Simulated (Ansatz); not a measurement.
**BCl$_{3}$: density, localisation and related maps**

Input file:

```
crystal:
  periodic: [false, false, false]
  atoms:
    - { symbol: B, position_ang: [0.0, 0.0, 0.0] }
    - { symbol: Cl, position_ang: [0.0, 0.0, 1.86] }
    - { symbol: Cl, position_ang: [1.6108, 0.0, -0.93] }
    - { symbol: Cl, position_ang: [-1.6108, 0.0, -0.93] }
basis:
  gaussian: { orbitals: def2-SVP }
hamiltonian:
  xc: pbe0
  dispersion: d4
relax:
  f_tol: 0.02
  max_steps: 40
output:
  orbitals: {}
```

Launched as:

```sh
ansatz run input.yaml --threads 1 --pin off --max-ram 2048MiB --backend cpu --events-out ev --progress --plain --runs-dir out
```

The fields are those of the run's last geometry, not of the input's.

These are results of RKS PBE0-D4/def2-SVP (Ansatz), not measurements.

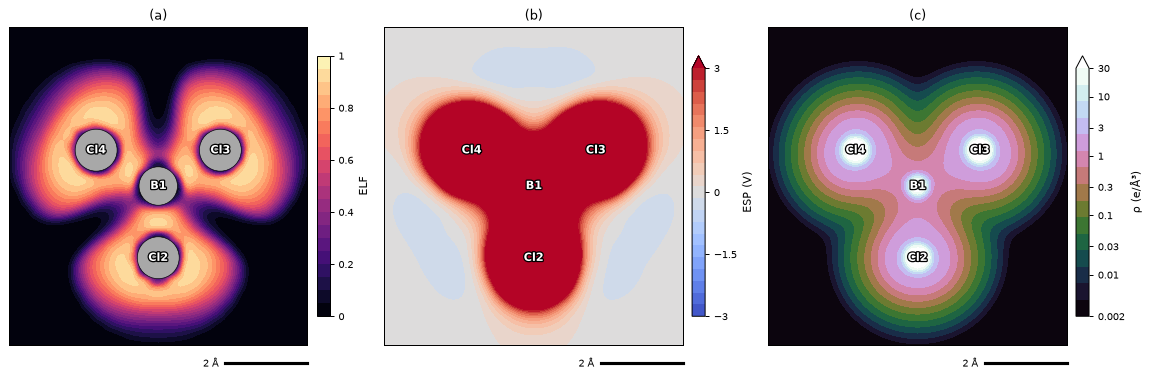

Figure 1. (a) ELF; (b) electrostatic potential; (c) electron density on the molecular plane. Grey discs cover the atomic cores in the ELF map.

Q: Read the bonding off the picture.

A:
- The plane passes through B and Cl nuclei.
- B–Cl (1.74 Å): the density is about 1.4 e/Å³ at the midpoint; the ELF peaks at about 0.90 between the atoms; a polar covalent bond.
- The ELF also peaks beside Cl2, Cl4 and Cl3, away from the bonds: lone-pair regions.
- The potential has no marked negative region in this plane.

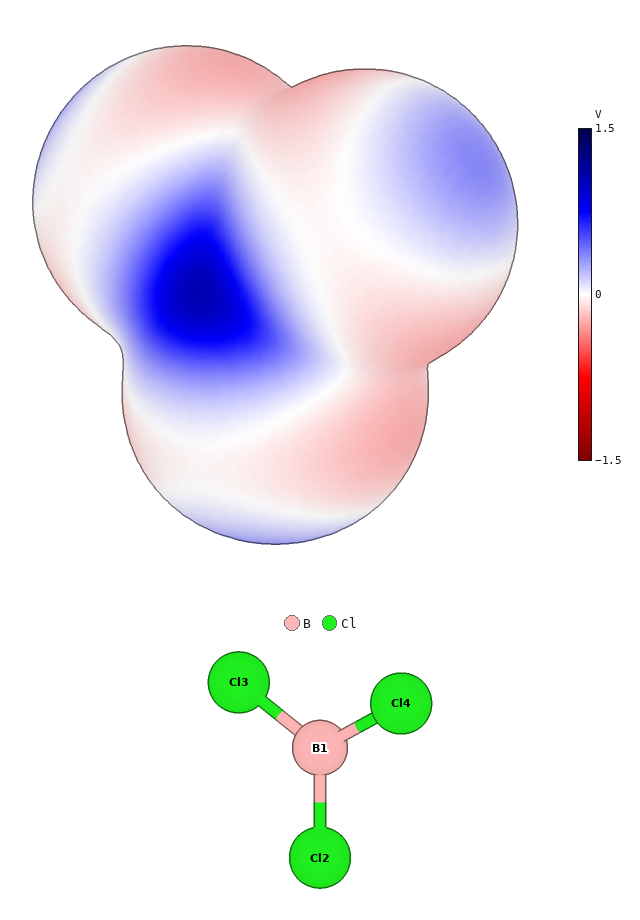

Figure 2. The electrostatic potential painted on the density surface at 0.001 e/bohr³, seen at a tilt; the colour scale runs from red (negative) to blue (positive). The bare structure is drawn below in the same view.

Q: Which sites attract a positive test charge, and which a negative one?

A: A positive charge is drawn to the negative regions and a negative charge to the positive ones. The most negative region (about −0.2 V) lies over Cl2, Cl3 and Cl4, the most positive (about +1.0 V, or +23 kcal/mol for a unit charge) over B1. Cl2 shows a σ-hole: about +0.3 V, or +7 kcal/mol for a unit charge at the tip opposite its bond, against about −0.1 V on its flanks. Cl3 shows a σ-hole: about +0.3 V, or +7 kcal/mol for a unit charge at the tip opposite its bond, against about −0.1 V on its flanks. Cl4 shows a σ-hole: about +0.3 V, or +7 kcal/mol for a unit charge at the tip opposite its bond, against about −0.1 V on its flanks.

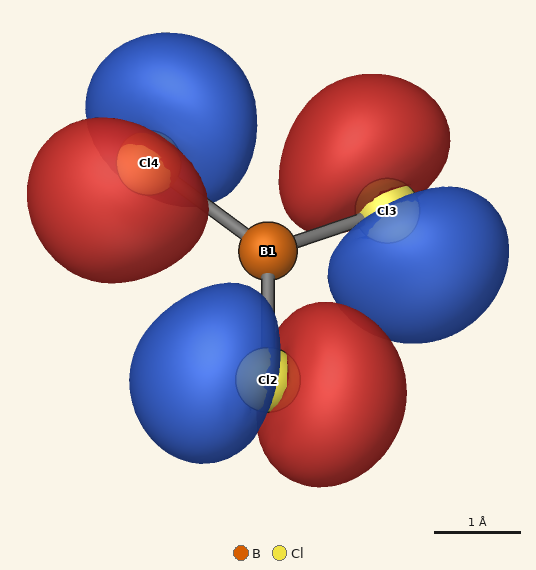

Figure 3. One frontier orbital at ±0.08 Å⁻³ᐟ² (red and blue are the two phases), seen at an oblique angle.

Q: Which orbital is it: HOMO or LUMO?

A: The HOMO, at −8.95 eV. By Hirshfeld shares it lies mainly on Cl2 (about 30 %), Cl3 (about 30 %) and Cl4 (about 30 %); it is symmetric in the molecular plane (an in-plane orbital: σ, lone-pair or in-plane π type); largely a combination of lone pairs on Cl2, Cl3 and Cl4.
